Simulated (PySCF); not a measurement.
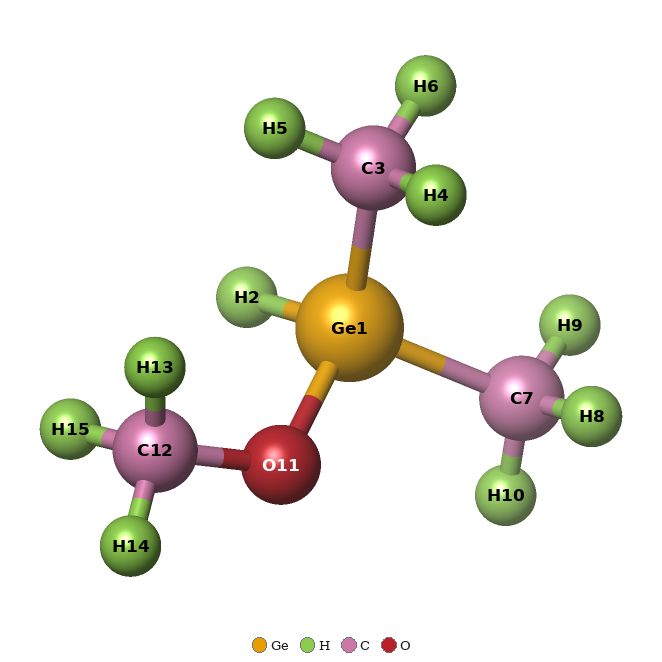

The computed structure is the end point of a PBE0-D3(BJ)/def2-SVP optimisation. No frequency run is at hand to confirm it as a minimum. Properties computed with delta-SCF UKS SCAN, pcX-2 on the ionised atom (unc-x2c-TZVPall on a metal), pcseg-1 elsewhere, spin-free X2C (PySCF 2.14.0).

Give the core-electron binding energies (to vacuum) of C3 1s, O11 1s, C12 1s.

| atom | level | binding energy (eV) |
| --- | --- | --- |
| C3 | 1s | 290.2 |
| O11 | 1s | 537.1 |
| C12 | 1s | 291.9 |
